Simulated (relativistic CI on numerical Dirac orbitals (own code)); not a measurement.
```
atom Ru  Z=44  charge=2  electrons=42
nucleus A=102  rms_radius_fm=4.4809
hamiltonian dirac-coulomb  breit=on  qed=on  c_scale=1
orbitals kli  potential=per-configuration
slater_scale 1
correlation none
mixing on
configurations
  [Kr] 4d6
  [He] 2s2 2p5 3s2 3p6 3d10 4s2 4p6 4d7
end
absorption L2,3 T=10 lorentz=2.4 gauss=0.5
crystal_field Oh 10Dq=28400
```

Multiplet model: relativistic Dirac–Coulomb–Breit theory, one configuration a step, Slater integrals scaled by 1, 10 K, Voigt broadening (Lorentzian 2.4 eV, Gaussian 0.5 eV full widths), computed with a radial Dirac CI code.

The L₂,₃ X-ray absorption spectrum that results, with the strongest transitions as sticks:

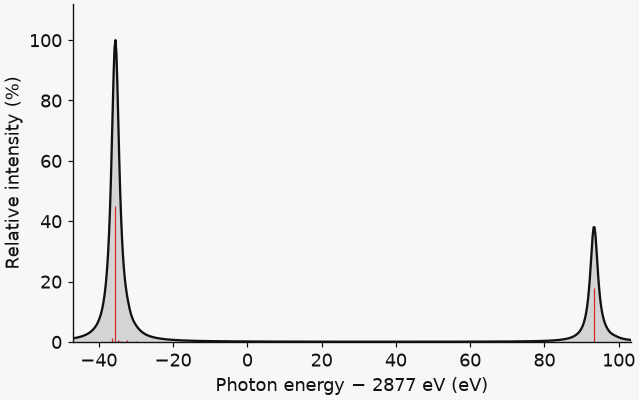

The main maxima lie at 2841.5 eV (100) and 2970.4 eV (38), heights in % of the largest; the centroid is at 2876.8 eV. The lower edge holds 0.73 of the intensity (branching ratio, edges parted at 2912 eV), and the core spin-orbit splitting of the orbitals is 133 eV. The ground state has S = 0.03.

Note: free-ion energies, so absolute edge positions are off by a few eV from solids.
